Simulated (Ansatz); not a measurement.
**BH₄NOSi: from a rough start to a minimum**

The task is to find a stationary geometry of BH₄NOSi, check the end point by its vibrations and derive ideal-gas thermochemistry, and look at its orbitals and charge.

Method: RKS PBE0-D4/def2-TZVP; program: Ansatz 0.2.0, Gaussian basis.

Levels to be run: relaxation at PBE-D4/def2-SVP; relaxation at PBE0-D4/def2-TZVP; harmonic vibrations at the same level; a single point in def2-TZVPP for the fields.

## 1. The starting structure

SMILES `NB1O[SiH2]1`, 8 atoms, charge 0, spin multiplicity 1.

Atoms are counted from 1 here; the program's logs count them from 0.

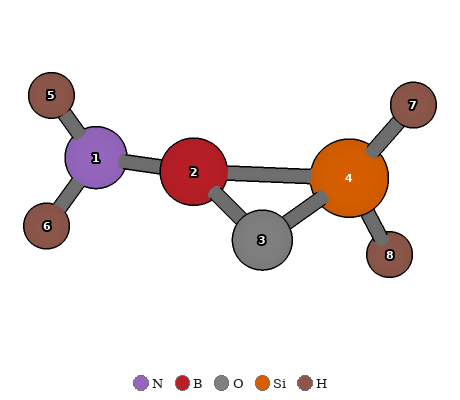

Start geometry, drawn with nitrogen purple, boron red, oxygen grey, silicon orange, hydrogen brown; atoms are numbered from 1 in the order of the file.

The start is a force-field geometry with small random shifts, so a cheaper pass at PBE-D4/def2-SVP comes first.

## 2. Relaxation at PBE-D4/def2-SVP (cheap first pass)

in.yaml

```yaml
crystal:
  periodic: [false, false, false]
  atoms:
    - {symbol: N, position_ang: [-0.836100, 1.408700, -0.585500]}
    - {symbol: B, position_ang: [0.113000, 0.438300, -0.068900]}
    - {symbol: O, position_ang: [0.757100, -0.164800, 1.073000]}
    - {symbol: Si, position_ang: [0.499100, -1.503500, 0.163000]}
    - {symbol: H, position_ang: [-0.360600, 2.072800, -1.267500]}
    - {symbol: H, position_ang: [-1.180500, 2.054300, 0.214400]}
    - {symbol: H, position_ang: [1.675100, -2.074600, -0.420500]}
    - {symbol: H, position_ang: [-0.575000, -2.288300, 0.836300]}
basis:
  gaussian: {orbitals: def2-SVP}
hamiltonian: {xc: pbe, dispersion: d4}
relax: {f_tol: 0.03, max_steps: 200}
```

Launch:

```console
> ansatz run in.yaml --threads 2 --pin off --events-out ev --progress --plain --max-ram 4352MiB
```

The program printed, shortened:

```text
Functional definition: PBE
  name "PBE"
  cite "Perdew, Burke & Ernzerhof, Phys. Rev. Lett. 77, 3865 (1996) doi:10.1103/PhysRevLett.77.3865"
  parent pbe
[...]
897 factors; their error is unknown
[...]
mean field -12141.27721690 eV, -446.1837080677 hartree, gradient 9.1e-6 eV, S^2 0.000000; 0 other end points of the search recorded, 0 dependent functions left out
[...]
reference -12141.27725059 eV, -446.1837093061 hartree; 19, 19 occupied and 61, 61 virtual orbitals, 897 factors
relax step   1: F+E_penalty+E_count = -12141.41135351 eV  Δ(F+E_penalty+E_count) = +0.000e0 eV  max|allowed force component| = 4.995e0 eV/Å  Δτ_max = 0.0000 Å  (27 SCF iters, accepted)
[...]
relax step   3: F+E_penalty+E_count = -12142.74782630 eV  Δ(F+E_penalty+E_count) = -4.352e-1 eV  max|allowed force component| = 1.139e0 eV/Å  Δτ_max = 0.1966 Å  (35 SCF iters, accepted)
[...]
relax step   5: F+E_penalty+E_count = -12142.98674777 eV  Δ(F+E_penalty+E_count) = -7.275e-2 eV  max|allowed force component| = 3.827e-1 eV/Å  Δτ_max = 0.2000 Å  (34 SCF iters, accepted)
[...]
relax step   7: F+E_penalty+E_count = -12143.01657546 eV  Δ(F+E_penalty+E_count) = -3.272e-3 eV  max|allowed force component| = 8.894e-2 eV/Å  Δτ_max = 0.0261 Å  (29 SCF iters, accepted)
[...]
relax step   8: F+E_penalty+E_count = -12143.01733022 eV  Δ(F+E_penalty+E_count) = -7.548e-4 eV  max|allowed force component| = 4.643e-2 eV/Å  Δτ_max = 0.0105 Å  (30 SCF iters, accepted)
[...]
relax step   9: F+E_penalty+E_count = -12143.01739339 eV  Δ(F+E_penalty+E_count) = -6.316e-5 eV  max|allowed force component| = 2.636e-2 eV/Å  Δτ_max = 0.0029 Å  (23 SCF iters, accepted)
897 factors; their error is unknown
[...]
mean field -12142.88311879 eV, -446.2427238736 hartree, gradient 1.5e-5 eV, S^2 0.000000; 1 other end points of the search recorded, 0 dependent functions left out
[...]
reference -12142.88315356 eV, -446.2427251517 hartree; 19, 19 occupied and 61, 61 virtual orbitals, 897 factors
Total energy: -12143.01742817 eV, -446.2476596523 hartree
Atom 0 at    -0.565550     1.595734    -0.439753 Å, force     0.012474    -0.008263     0.017818 eV/Å
Atom 1 at    -0.087186     0.358644    -0.005387 Å, force    -0.003426     0.008047     0.008481 eV/Å
Atom 2 at     0.416097    -0.096247     1.186342 Å, force    -0.004974     0.006496    -0.010845 eV/Å
Atom 3 at     0.433197    -1.485394     0.048863 Å, force     0.006860    -0.014395     0.005238 eV/Å
Atom 4 at    -0.907339     1.757397    -1.383854 Å, force    -0.010937     0.004923    -0.026361 eV/Å
Atom 5 at    -0.593174     2.413718     0.171958 Å, force     0.001694     0.001449     0.008184 eV/Å
Atom 6 at     1.830591    -1.991834    -0.177094 Å, force    -0.000238     0.001652    -0.001523 eV/Å
Atom 7 at    -0.434534    -2.609119     0.543225 Å, force    -0.001453     0.000092    -0.000993 eV/Å
Dipole moment:    -0.188992     0.306108    -0.334677 e Å
```

Wall time 11 s (2 threads of Arm Neoverse V2, shared host).

Along the way:

| step | energy from step 1 (eV) | largest force component (eV/Å) |
| --- | --- | --- |
| 1 | 0.0000 | 4.9954 |
| 2 | -0.9013 | 2.6344 |
| 3 | -1.3365 | 1.1387 |
| 4 | -1.5026 | 0.8172 |
| 5 | -1.5754 | 0.3827 |
| 6 | -1.6019 | 0.2453 |
| 7 | -1.6052 | 0.0889 |
| 8 | -1.6060 | 0.0464 |
| 9 | -1.6060 | 0.0264 |

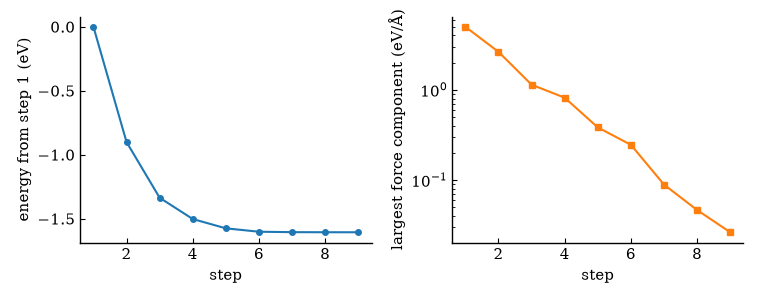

Energy and force, step by step.

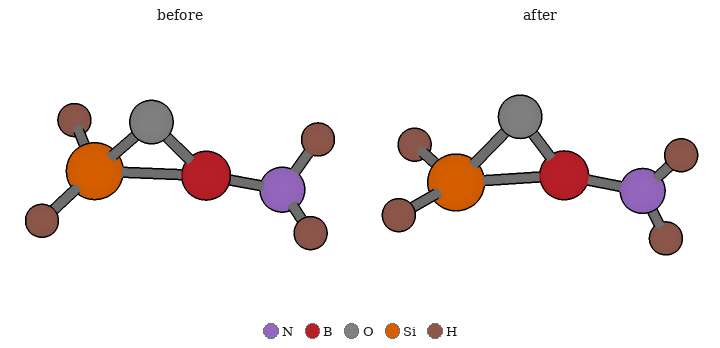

The geometry before (left) and after (right).

Close pairs (by a distance rule), those that changed most:

| bond | before (Å) | after (Å) | change (Å) |
| --- | --- | --- | --- |
| O3–Si4 | 1.639 | 1.796 | +0.156 |
| B2–Si4 | 1.993 | 1.917 | -0.077 |
| B2–O3 | 1.443 | 1.371 | -0.072 |
| Si4–H7 | 1.432 | 1.503 | +0.072 |
| N1–H6 | 1.084 | 1.022 | -0.062 |
| N1–B2 | 1.452 | 1.396 | -0.057 |
| N1–H5 | 1.064 | 1.017 | -0.047 |
| Si4–H8 | 1.491 | 1.503 | +0.012 |

## 3. Relaxation at PBE0-D4/def2-TZVP

in.yaml

```yaml
crystal:
  periodic: [false, false, false]
  atoms:
    - {symbol: N, position_ang: [-0.565550, 1.595734, -0.439753]}
    - {symbol: B, position_ang: [-0.087186, 0.358644, -0.005387]}
    - {symbol: O, position_ang: [0.416097, -0.096247, 1.186342]}
    - {symbol: Si, position_ang: [0.433197, -1.485394, 0.048863]}
    - {symbol: H, position_ang: [-0.907339, 1.757397, -1.383854]}
    - {symbol: H, position_ang: [-0.593174, 2.413718, 0.171958]}
    - {symbol: H, position_ang: [1.830591, -1.991834, -0.177094]}
    - {symbol: H, position_ang: [-0.434534, -2.609119, 0.543225]}
basis:
  gaussian: {orbitals: def2-TZVP}
hamiltonian: {xc: pbe0, dispersion: d4}
relax: {f_tol: 0.005, max_steps: 150}
```

Same command.

The program printed, shortened:

```text
Functional definition: PBE0
  name "PBE0"
  cite "Adamo & Barone, J. Chem. Phys. 110, 6158 (1999) doi:10.1063/1.478522"
  cite "Perdew, Burke & Ernzerhof, Phys. Rev. Lett. 77, 3865 (1996) doi:10.1103/PhysRevLett.77.3865"
  parent pbe
[...]
919 factors; their error is unknown
[...]
mean field -12151.56202992 eV, -446.5616679749 hartree, gradient 1.8e-5 eV, S^2 0.000000; 0 other end points of the search recorded, 0 dependent functions left out
[...]
reference -12151.56206090 eV, -446.5616691137 hartree; 19, 19 occupied and 135, 135 virtual orbitals, 919 factors
relax step   1: F+E_penalty+E_count = -12151.67456999 eV  Δ(F+E_penalty+E_count) = +0.000e0 eV  max|allowed force component| = 9.677e-1 eV/Å  Δτ_max = 0.0000 Å  (27 SCF iters, accepted)
[...]
reference -12151.62077272 eV, -446.5638267331 hartree; 19, 19 occupied and 135, 135 virtual orbitals, 919 factors
Total energy: -12151.73391916 eV, -446.5679847881 hartree
Atom 0 at    -0.560368     1.583653    -0.439149 Å, force    -0.000596     0.000887    -0.001098 eV/Å
Atom 1 at    -0.094387     0.343694    -0.038669 Å, force    -0.000862     0.001717    -0.001329 eV/Å
Atom 2 at     0.408156    -0.107998     1.153457 Å, force     0.001094    -0.002387     0.001461 eV/Å
Atom 3 at     0.438647    -1.464844     0.084438 Å, force     0.000930    -0.001807     0.001294 eV/Å
Atom 4 at    -0.903440     1.762066    -1.364592 Å, force     0.000120    -0.000085     0.000339 eV/Å
Atom 5 at    -0.580019     2.377415     0.180507 Å, force    -0.000013    -0.000149    -0.000171 eV/Å
Atom 6 at     1.810268    -1.970094    -0.171624 Å, force     0.000338     0.001092    -0.000466 eV/Å
Atom 7 at    -0.426756    -2.580993     0.539932 Å, force    -0.001011     0.000733    -0.000030 eV/Å
Dipole moment:    -0.161377     0.229640    -0.310207 e Å
```

It took 20 s on 2 threads of Arm Neoverse V2, shared host.

Relaxation path:

| step | energy from step 1 (eV) | largest force component (eV/Å) |
| --- | --- | --- |
| 1 | 0.0000 | 0.9677 |
| 2 | -0.0386 | 0.5659 |
| 3 | -0.0565 | 0.2538 |
| 4 | -0.0580 | 0.1963 |
| 5 | -0.0592 | 0.0369 |
| 6 | -0.0593 | 0.0161 |
| 7 | -0.0593 | 0.0167 |
| 8 | -0.0593 | 0.0024 |

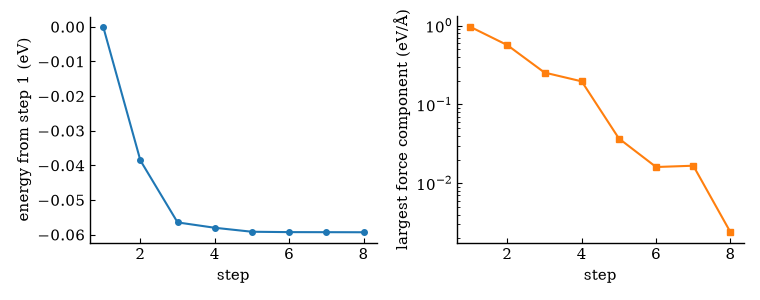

Energy and largest force along the relaxation.

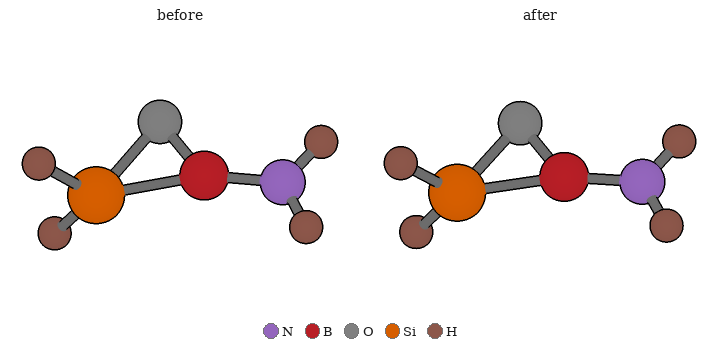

Before and after, at one scale.

Distances of close pairs at the start and the end, largest changes first:

| bond | before (Å) | after (Å) | change (Å) |
| --- | --- | --- | --- |
| O3–Si4 | 1.796 | 1.728 | -0.068 |
| B2–Si4 | 1.917 | 1.889 | -0.027 |
| Si4–H7 | 1.503 | 1.484 | -0.019 |
| Si4–H8 | 1.503 | 1.484 | -0.019 |
| N1–H6 | 1.022 | 1.007 | -0.015 |
| N1–H5 | 1.017 | 1.003 | -0.014 |
| N1–B2 | 1.396 | 1.384 | -0.012 |
| B2–O3 | 1.371 | 1.370 | -0.001 |

Mulliken charges at the end point, from the run's report:

| atom | value (e) |
| --- | --- |
| N1 | -0.48 |
| B2 | 0.15 |
| O3 | -0.32 |
| Si4 | 0.19 |
| H5 | 0.25 |
| H6 | 0.24 |
| H7 | -0.02 |
| H8 | -0.02 |

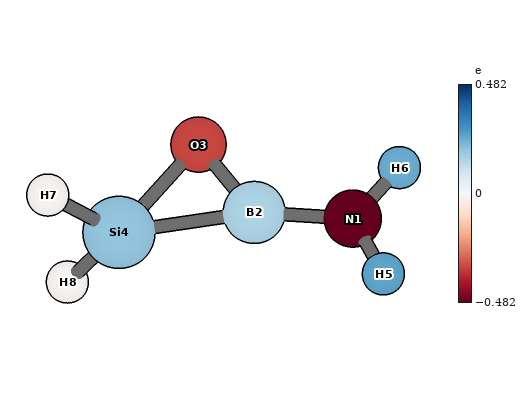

Mulliken charges at the end point, from the run's report, as colours on the atoms.

## 4. Vibrations by finite differences

in.yaml

```yaml
crystal:
  periodic: [false, false, false]
  atoms:
    - {symbol: N, position_ang: [-0.560368, 1.583653, -0.439149]}
    - {symbol: B, position_ang: [-0.094387, 0.343694, -0.038669]}
    - {symbol: O, position_ang: [0.408156, -0.107998, 1.153457]}
    - {symbol: Si, position_ang: [0.438647, -1.464844, 0.084438]}
    - {symbol: H, position_ang: [-0.903440, 1.762066, -1.364592]}
    - {symbol: H, position_ang: [-0.580019, 2.377415, 0.180507]}
    - {symbol: H, position_ang: [1.810268, -1.970094, -0.171624]}
    - {symbol: H, position_ang: [-0.426756, -2.580993, 0.539932]}
basis:
  gaussian: {orbitals: def2-TZVP}
hamiltonian: {xc: pbe0, dispersion: d4}
phonons: {temperatures: {t_min: 298.15, t_max: 900, t_step: 200}}
```

Same command.

The program printed, shortened:

```text
Functional definition: PBE0
  name "PBE0"
  cite "Adamo & Barone, J. Chem. Phys. 110, 6158 (1999) doi:10.1063/1.478522"
  cite "Perdew, Burke & Ernzerhof, Phys. Rev. Lett. 77, 3865 (1996) doi:10.1103/PhysRevLett.77.3865"
  parent pbe
[...]
919 factors; their error is unknown
[...]
mean field -12151.62074146 eV, -446.5638255845 hartree, gradient 1.7e-5 eV, S^2 0.000000; 0 other end points of the search recorded, 0 dependent functions left out
[...]
reference -12151.62077242 eV, -446.5638267221 hartree; 19, 19 occupied and 135, 135 virtual orbitals, 919 factors
[...]
919 factors; their error is unknown
mean field -12151.62068957 eV, -446.5638236774 hartree, gradient 1.8e-6 eV, S^2 0.000000; 0 other end points of the search recorded, 0 dependent functions left out
[...]
reference -12151.62072053 eV, -446.5638248152 hartree; 19, 19 occupied and 135, 135 virtual orbitals, 919 factors
[...]
Atom 0 at    -0.560368     1.583653    -0.439149 Å, force    -0.000586     0.000898    -0.001059 eV/Å
Atom 1 at    -0.094387     0.343694    -0.038669 Å, force    -0.000861     0.001718    -0.001326 eV/Å
Atom 2 at     0.408156    -0.107998     1.153457 Å, force     0.001087    -0.002405     0.001426 eV/Å
Atom 3 at     0.438647    -1.464844     0.084438 Å, force     0.000940    -0.001783     0.001311 eV/Å
Atom 4 at    -0.903440     1.762066    -1.364592 Å, force     0.000117    -0.000083     0.000336 eV/Å
Atom 5 at    -0.580019     2.377415     0.180507 Å, force    -0.000014    -0.000175    -0.000196 eV/Å
Atom 6 at     1.810268    -1.970094    -0.171624 Å, force     0.000331     0.001097    -0.000465 eV/Å
Atom 7 at    -0.426756    -2.580993     0.539932 Å, force    -0.001014     0.000732    -0.000027 eV/Å
Dipole moment:    -0.161377     0.229640    -0.310206 e Å
Vibrations: 290.29 293.16 431.99 515.47 562.79 597.41 642.20 653.32 754.77 894.39 974.26 1161.61 1517.69 1636.01 2227.74 2238.25 3616.27 3735.04 cm⁻¹, zero-point energy 1.409865 eV
```

It took 69 s on 2 threads of Arm Neoverse V2, shared host.

Motions are named by where the mode's potential energy lies. Wavenumbers, unscaled:

| mode | cm⁻¹ | motion |
| --- | --- | --- |
| 1 | 290 | bend |
| 2 | 293 | torsion |
| 3 | 432 | torsion with out-of-plane bend |
| 4 | 515 | torsion with bend |
| 5 | 563 | bend with Si–B stretch |
| 6 | 597 | torsion with bend |
| 7 | 642 | bend |
| 8 | 653 | bend |
| 9 | 755 | bend with Si–O stretch |
| 10 | 894 | bend |
| 11 | 974 | bend |
| 12 | 1162 | bend with B–O stretch |
| 13 | 1518 | bend with B–N stretch |
| 14 | 1636 | bend with B–N stretch |
| 15 | 2228 | Si–H stretch |
| 16 | 2238 | Si–H stretch |
| 17 | 3616 | N–H stretch |
| 18 | 3735 | N–H stretch |

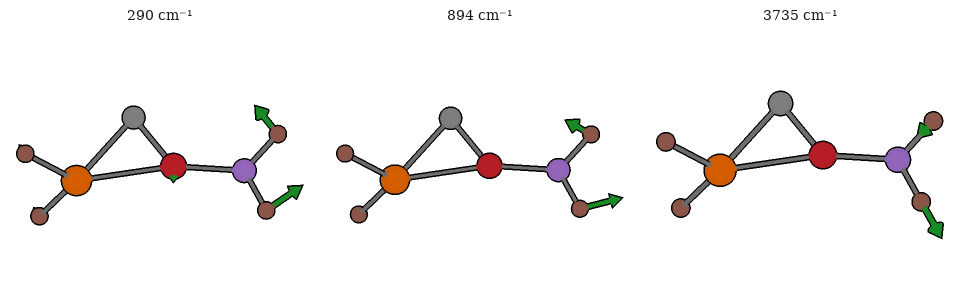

Displacements of 3 modes, as arrows.

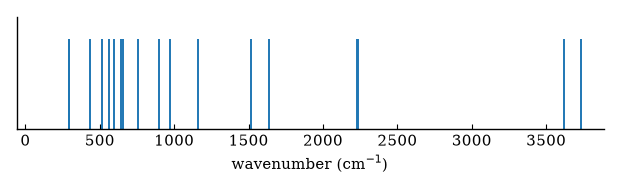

The harmonic wavenumbers as sticks (no intensities were computed).

Ideal gas, rigid rotor and harmonic oscillator at 298.15 K and 1 bar, with symmetry number 1:

| term | value |
| --- | --- |
| zero-point energy | 32.5 kcal/mol |
| H(298) − E | 36.3 kcal/mol |
| entropy, translation | 162.4 J/(mol K) |
| entropy, rotation | 103.0 J/(mol K) |
| entropy, vibration | 28.0 J/(mol K) |
| entropy, total | 293.3 J/(mol K) |

## 5. A single point for the fields

in.yaml, as its differences from that of step 4:

```diff
@@ -12,4 +12,4 @@
 basis:
-  gaussian: {orbitals: def2-TZVP}
+  gaussian: {orbitals: def2-TZVPP}
 hamiltonian: {xc: pbe0, dispersion: d4}
-phonons: {temperatures: {t_min: 298.15, t_max: 900, t_step: 200}}
+output: {orbitals: {seedname: orbitals}}
```

Same command.

The program printed:

```text
Functional definition: PBE0
  name "PBE0"
  cite "Adamo & Barone, J. Chem. Phys. 110, 6158 (1999) doi:10.1063/1.478522"
  cite "Perdew, Burke & Ernzerhof, Phys. Rev. Lett. 77, 3865 (1996) doi:10.1103/PhysRevLett.77.3865"
  parent pbe
  parameter a = 0.25
  parameter kappa = 0.804
  parameter beta = 0.06672455060314922
  exchange = (1 - a)*pbe_x(kappa = kappa, mu = beta*pi^2/3) + a*exact_x
  correlation = pbe_c(beta = beta)
1002 factors; their error is unknown
mean field evaluation 1: about -12142.3203 eV, gradient 7.1e1 eV
mean field evaluation 2: about -12121.4950 eV, gradient 1.2e2 eV
mean field evaluation 4: about -12151.4774 eV, gradient 9.7e0 eV
mean field evaluation 8: about -12151.6737 eV, gradient 2.2e-1 eV
mean field -12151.67372473 eV, -446.5657726834 hartree, gradient 8.9e-5 eV, S^2 0.000000; 0 other end points of the search recorded, 0 dependent functions left out
reference -12151.67375562 eV, -446.5657738186 hartree; 19, 19 occupied and 172, 172 virtual orbitals, 1002 factors
Total energy: -12151.78690205 eV, -446.5699318734 hartree
```

It took 1.9 s on 2 threads of Arm Neoverse V2, shared host.

Orbitals, density, ELF and potential are computed afterwards from the orbital file.

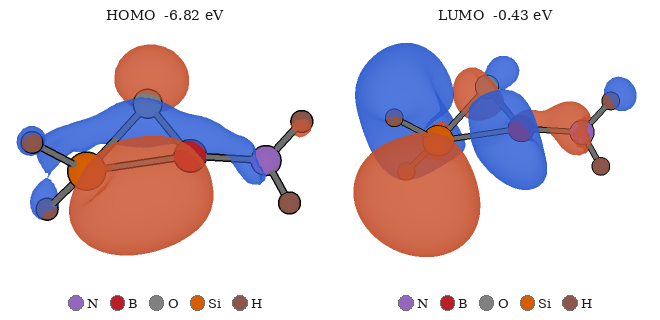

PBE0-D4/def2-TZVPP orbitals near the gap, drawn at the value that encloses 70 % of each; the two colours are the two signs.

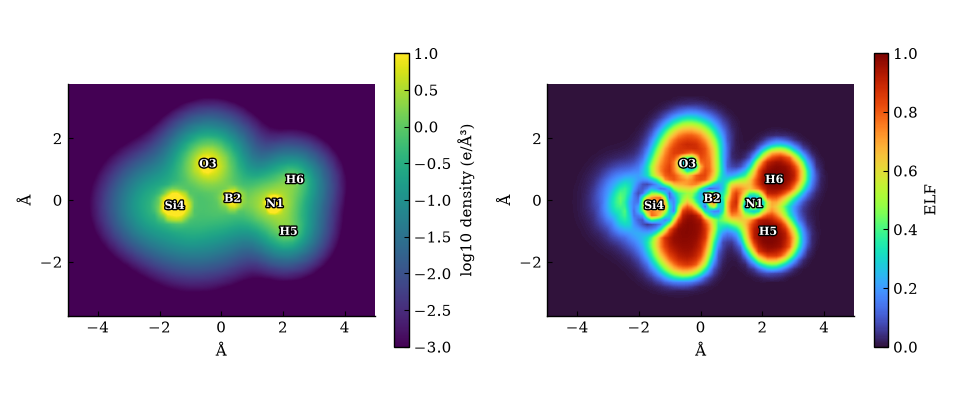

Density (left) and ELF (right) in a plane through or near 6 of the atoms.

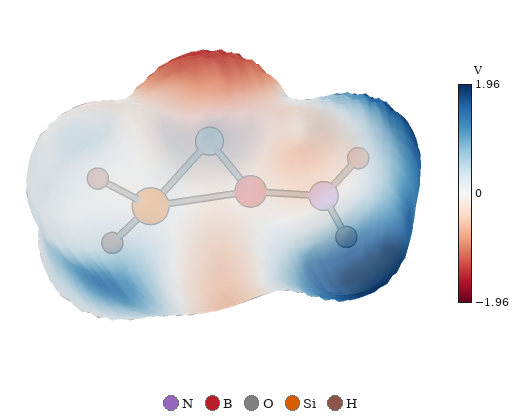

Electrostatic potential on the surface of density 0.002 e/bohr³; red is low, blue high. It runs, from the 1st to the 99th percentile, from -1.40 V near O3 to 1.96 V near H5.

## 6. Results

```
                  quantity            value
               point group               Cs
                     steps            9 + 8
shift from the start (rms)          0.428 Å
              total energy   -12151.7339 eV
           dispersion term         -113 meV
             dipole moment           2.01 D
lowest, highest wavenumber   290, 3735 cm⁻¹
         zero-point energy    32.5 kcal/mol
       entropy at 298.15 K  293.3 J/(mol K)
                HOMO, LUMO  -6.82, -0.43 eV
```

In words: The relaxed geometry lies 0.43 Å (rms) from the start; the bond that changed most is B2–Si4, from 1.993 to 1.889 Å. No mode is imaginary: a true minimum at this level. The stiffest mode, 3735 cm⁻¹, is an N–H stretch. Harmonic hybrid wavenumbers usually lie a few per cent above measured fundamentals. The largest Mulliken charge, -0.48 e, sits on N1. The HOMO lies mostly on B2 32 %; Si4 30 % and the LUMO on Si4 32 %; H7, H8 about 19 % each.
